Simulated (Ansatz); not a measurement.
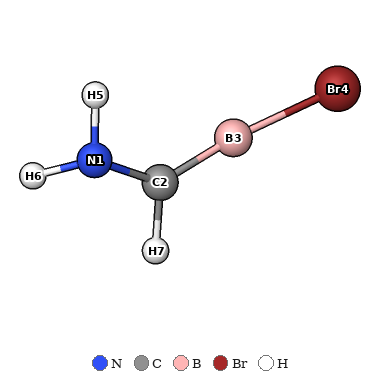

The system is CH₃BBrN, SMILES NC=BBr; the picture shows the reference structure. First axis: bond length N1–C2. Second axis: angle N1–C2–H7. Nothing is relaxed (all other coordinates rigid). The grid has 11 × 11 points. Energies are in kcal/mol, from the relaxed molecule at the same level. Theory: RKS r2SCAN-D4/def2-TZVP in Ansatz.

Its coordinates:

```yaml
atoms:
  - { symbol: N, position_ang: [-0.2772, 1.2271, 0.0919] }
  - { symbol: C, position_ang: [0.3119, -0.0507, 0.2659] }
  - { symbol: B, position_ang: [0.2551, -1.2415, -0.4571] }
  - { symbol: Br, position_ang: [0.3835, -2.7877, -1.4448] }
  - { symbol: H, position_ang: [-1.0038, 1.2232, -0.6113] }
  - { symbol: H, position_ang: [-0.6740, 1.5784, 0.9558] }
  - { symbol: H, position_ang: [1.0150, -0.0991, 1.1011] }
```

Range: bond length N1–C2 from 1.248 to 1.772 Å; angle N1–C2–H7 from 68.6 to 158.6°.

Question: Predict the map.

Answer: The lowest grid point is at bond length N1–C2 = 1.405 Å, angle N1–C2–H7 = 113.6°, 0.07 kcal/mol from the relaxed molecule at the same level. No other kind of well shows on this grid. The highest grid point, bond length N1–C2 = 1.248 Å, angle N1–C2–H7 = 158.6°, lies 78.7 kcal/mol above the lowest. Round the minimum the two coordinates are nearly uncoupled.

```csv
"angle N1–C2–H7 ↓, bond length N1–C2 →",1.248,1.300,1.353,1.405,1.457,1.510,1.562,1.615,1.667,1.720,1.772
158.6,78.8,64.7,55.0,49.0,45.6,44.3,44.5,46.0,48.4,51.5,54.9
149.6,57.5,44.8,36.4,31.7,29.5,29.4,30.8,33.4,36.7,40.8,45.1
140.6,40.1,28.6,21.5,17.9,16.8,17.7,20.1,23.5,27.7,32.4,37.4
131.6,27.3,16.9,10.7,8.0,7.7,9.4,12.5,16.6,21.3,26.6,32.1
122.6,19.6,9.7,4.2,2.0,2.3,4.5,8.0,12.5,17.6,23.2,29.0
113.6,16.8,7.2,2.0,0.1,0.6,3.0,6.6,11.3,16.5,22.3,28.2
104.6,18.9,9.4,4.0,2.0,2.5,4.8,8.4,13.0,18.2,23.9,29.7
95.6,26.2,16.1,10.4,8.0,8.2,10.2,13.4,17.8,22.7,28.1,33.7
86.6,38.5,27.7,21.2,18.2,17.6,19.0,21.8,25.6,30.0,34.9,40.1
77.6,56.1,44.1,36.5,32.5,31.0,31.6,33.5,36.6,40.3,44.6,49.1
68.6,78.3,64.9,56.0,50.7,48.1,47.6,48.5,50.7,53.5,57.0,60.7
```

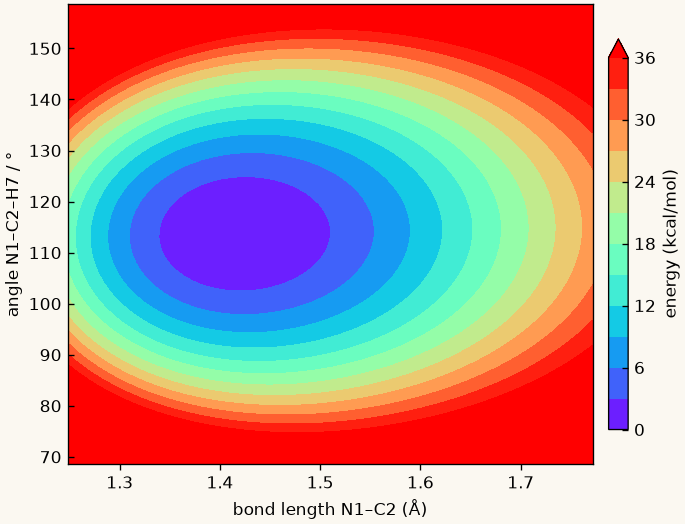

Drawn: filled contours, one colour for all values above the top of the scale. Between grid points the surface is interpolated.

The whole map (121 points run) took 21 min on 1 thread of Arm Neoverse V2, with other jobs on the host.
